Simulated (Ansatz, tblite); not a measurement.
# GeCl3(OiPr) (C3H7Cl3GeO): spin states and exact exchange

Is the singlet the ground state of GeCl3(OiPr) (C3H7Cl3GeO)? Other spin states are computed and compared level by level.

Program: Ansatz 0.2.0, Gaussian basis. Level of theory: as each input shows. These are calculated values, not measurements.

The runs, in order: triplet, at the geometry of the singlet (GFN1-xTB, GFN2-xTB, PBE0-D4/def2-TZVP, PBE-D4/def2-TZVP, r2SCAN-D4/def2-TZVP); the singlet's energies come from earlier runs.

2 further runs of the same task are left out: 2 set aside as unsound or not needed. Runs told in other sessions of the task aren't counted.

## Step 1: The structure

The singlet was relaxed beforehand with r2SCAN-D4/def2-SVP.

15 atoms, charge 0, spin multiplicity 1.

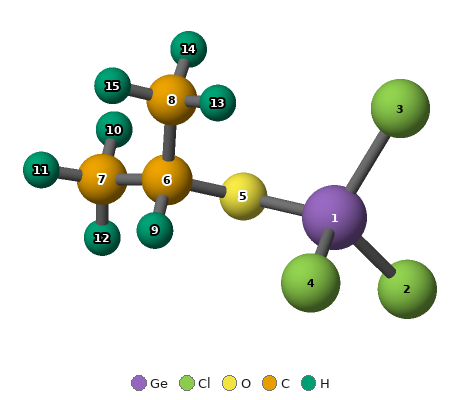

The structure; germanium purple, chlorine green, oxygen yellow, carbon amber, hydrogen teal; atoms are numbered from 1 in the order of the file.

## Step 2: Triplet at the fixed geometry, GFN1-xTB

Tight binding, by tblite at 300 K electronic temperature and without a spin-polarisation term:

```python
tblite.interface.Calculator('GFN1-xTB', numbers, positions, charge=0, uhf=2).singlepoint()
```

Energy -794.4482 eV; 0.055 s.

## Step 3: Triplet at the fixed geometry, GFN2-xTB

Tight binding, by tblite at 300 K electronic temperature and without a spin-polarisation term:

```python
tblite.interface.Calculator('GFN2-xTB', numbers, positions, charge=0, uhf=2).singlepoint()
```

Energy -806.1579 eV; 0.083 s.

## Step 4: Triplet at the fixed geometry, PBE0-D4/def2-TZVP

Input file in.yaml:

```yaml
crystal:
  periodic: [false, false, false]
  atoms:
    - {symbol: Ge, position_ang: [1.119852, 1.105418, 1.628701]}
    - {symbol: Cl, position_ang: [1.055389, 0.972752, 3.752049]}
    - {symbol: Cl, position_ang: [3.153235, 0.889517, 0.988775]}
    - {symbol: Cl, position_ang: [0.415148, 3.023195, 0.972985]}
    - {symbol: O, position_ang: [0.097530, -0.168177, 1.011773]}
    - {symbol: C, position_ang: [-0.557994, -0.104348, -0.277050]}
    - {symbol: C, position_ang: [-1.512857, -1.281801, -0.309797]}
    - {symbol: C, position_ang: [0.460968, -0.128794, -1.403903]}
    - {symbol: H, position_ang: [-1.135757, 0.838731, -0.325018]}
    - {symbol: H, position_ang: [-0.952494, -2.227657, -0.246957]}
    - {symbol: H, position_ang: [-2.093614, -1.276823, -1.244880]}
    - {symbol: H, position_ang: [-2.210631, -1.234901, 0.538709]}
    - {symbol: H, position_ang: [1.112782, 0.759068, -1.378116]}
    - {symbol: H, position_ang: [1.095409, -1.025991, -1.326516]}
    - {symbol: H, position_ang: [-0.046957, -0.140190, -2.380765]}
basis:
  gaussian: {orbitals: def2-TZVP}
magnetization: {spin_polarized: true, initial_magnetization: 2}
hamiltonian: {xc: pbe0, dispersion: d4}
scf: {omitted_lower_state_checks: [starts]}
output: {orbitals: {seedname: orbitals}}
```

On the command line:

```sh
$ ansatz run in.yaml --threads 4 --pin off --events-out ev --progress --plain --max-ram 4787MiB
```

What it wrote:

```text
Functional definition: PBE0
  name "PBE0"
  cite "Adamo & Barone, J. Chem. Phys. 110, 6158 (1999) doi:10.1063/1.478522"
  cite "Perdew, Burke & Ernzerhof, Phys. Rev. Lett. 77, 3865 (1996) doi:10.1103/PhysRevLett.77.3865"
  parent pbe
  parameter a = 0.25
  parameter kappa = 0.804
  parameter beta = 0.06672455060314922
  exchange = (1 - a)*pbe_x(kappa = kappa, mu = beta*pi^2/3) + a*exact_x
  correlation = pbe_c(beta = beta)
these checks for a lower state are left out or cut short: starts
2204 factors; their error is unknown
the host lacks memory for fits, so the integrals are decomposed
2123 factors; integrals over basis functions are off by at most 1.1e-3 eV
mean field evaluation 1: about -99321.7998 eV, gradient 5.4e1 eV
mean field evaluation 2: about -99261.5863 eV, gradient 1.3e2 eV
mean field evaluation 4: about -99330.5064 eV, gradient 3.1e1 eV
mean field evaluation 8: about -99334.8905 eV, gradient 9.6e-1 eV
mean field evaluation 16: about -99335.0303 eV, gradient 1.7e-1 eV
mean field evaluation 32: about -99335.0318 eV, gradient 6.7e-3 eV
mean field evaluation 64: about -99335.0319 eV, gradient 1.7e-5 eV
mean field -99335.03185264 eV, -3650.4950888817 hartree, gradient 8.8e-6 eV, S^2 2.008846; 0 other end points of the search recorded, 0 dependent functions left out
reference -99335.03189088 eV, -3650.4950902869 hartree; 59, 57 occupied and 266, 268 virtual orbitals, 2123 factors
Total energy: -99335.46803973 eV, -3650.5111184613 hartree
Checks for a lower state left out: starts
```

Run time: 1.7 min. Hardware: 4 threads of Intel Xeon at 2.50GHz, shared host; peak memory 1.8 GiB.

Report: HOMO -3.15 eV, LUMO -7.19 eV (over both spins; with the spin held, an empty level of the minority spin lies below the top filled one); ⟨S²⟩ 2.009 (pure: 2.00).

## Step 5: Triplet at the fixed geometry, PBE-D4/def2-TZVP

start.molden holds the orbitals of an earlier run on this state, given as this run's starting guess.

in.yaml: that of step 4 with these lines changed.

```diff
@@ -19,5 +19,5 @@
 basis:
-  gaussian: {orbitals: def2-TZVP}
+  gaussian: {orbitals: def2-TZVP, initial_orbitals: start.molden}
 magnetization: {spin_polarized: true, initial_magnetization: 2}
-hamiltonian: {xc: pbe0, dispersion: d4}
+hamiltonian: {xc: pbe, dispersion: d4}
 scf: {omitted_lower_state_checks: [starts]}
```

The command is unchanged.

What it wrote:

```text
Functional definition: PBE
  name "PBE"
  cite "Perdew, Burke & Ernzerhof, Phys. Rev. Lett. 77, 3865 (1996) doi:10.1103/PhysRevLett.77.3865"
  parent pbe
  parameter kappa = 0.804
  parameter beta = 0.06672455060314922
  exchange = pbe_x(kappa = kappa, mu = beta*pi^2/3)
  correlation = pbe_c(beta = beta)
these checks for a lower state are left out or cut short: starts
2125 factors; their error is unknown
mean field evaluation 1: about -99330.4115 eV, gradient 1.3e1 eV
mean field evaluation 2: about -99330.7072 eV, gradient 6.2e-1 eV
mean field evaluation 4: about -99330.7549 eV, gradient 6.8e-1 eV
mean field evaluation 8: about -99330.7216 eV, gradient 5.3e-2 eV
mean field evaluation 16: about -99330.7216 eV, gradient 1.2e-5 eV
mean field -99330.72163141 eV, -3650.3366911729 hartree, gradient 2.1e-6 eV, S^2 2.002075; 0 other end points of the search recorded, 0 dependent functions left out
reference -99330.72168382 eV, -3650.3366930992 hartree; 59, 57 occupied and 266, 268 virtual orbitals, 2125 factors
Total energy: -99331.22455475 eV, -3650.3551732647 hartree
Checks for a lower state left out: starts
```

It took 53 s on 4 threads of Intel Xeon at 2.50GHz, shared host; peak memory 1.6 GiB.

Report: HOMO -2.46 eV, LUMO -7.46 eV (over both spins; with the spin held, an empty level of the minority spin lies below the top filled one); ⟨S²⟩ 2.002 (pure: 2.00).

## Step 6: Triplet at the fixed geometry, r2SCAN-D4/def2-TZVP

in.yaml: that of step 5 with these lines changed.

```diff
@@ -21,3 +21,3 @@
 magnetization: {spin_polarized: true, initial_magnetization: 2}
-hamiltonian: {xc: pbe, dispersion: d4}
+hamiltonian: {xc: r2scan, dispersion: d4}
 scf: {omitted_lower_state_checks: [starts]}
```

The command is unchanged.

What it wrote (excerpt; [...] marks lines left out):

```text
Functional definition: r2SCAN
  name "r2SCAN"
  cite "Furness, Kaplan, Ning, Perdew & Sun, J. Phys. Chem. Lett. 11, 8208 (2020) doi:10.1021/acs.jpclett.0c02405"
  cite "Furness, Kaplan, Ning, Perdew & Sun, J. Phys. Chem. Lett. 11, 9248 (2020) doi:10.1021/acs.jpclett.0c03077"
  parent r2scan
[...]
2125 factors; their error is unknown
[...]
mean field -99355.40205262 eV, -3651.2436799233 hartree, gradient 2.6e-6 eV, S^2 2.005357; 0 other end points of the search recorded, 0 dependent functions left out
reference -99355.40206830 eV, -3651.2436804999 hartree; 59, 57 occupied and 266, 268 virtual orbitals, 2125 factors
Total energy: -99355.53515001 eV, -3651.2485711622 hartree
Checks for a lower state left out: starts
```

Wall time 1.9 min (4 threads of Intel Xeon at 2.50GHz, shared host); peak memory 1.7 GiB.

HOMO -2.49 eV, LUMO -7.66 eV (over both spins; with the spin held, an empty level of the minority spin lies below the top filled one); ⟨S²⟩ 2.005 (pure: 2.00).

## Step 7: Triplet less singlet, vertical

The singlet's energies are those of its earlier runs, whose logs aren't repeated here.

```csv
level,"triplet less singlet, vertical (eV)",time
GFN1-xTB,+6.174,0.12 s
GFN2-xTB,+5.031,0.13 s
PBE-D4/def2-TZVP,+4.893,61 s
r2SCAN-D4/def2-TZVP,+5.266,2.2 min
PBE0-D4/def2-TZVP,+5.625,2.1 min
```

Times add the two runs; a level without a time comes out of a correlated run. Tight binding without a spin term can't rank spin states.

## Step 8: Results

| quantity | value |
| --- | --- |
| triplet less singlet, vertical, functionals in def2-TZVP | +4.893 (PBE-D4) to +5.625 eV (PBE0-D4) |

**Reading.** All functionals put the triplet above the singlet, over a spread of 0.732 eV. The checks for a lower triplet were left out, so another state of that spin may lie lower. These are electronic energies, without zero-point motion, entropy or surroundings.
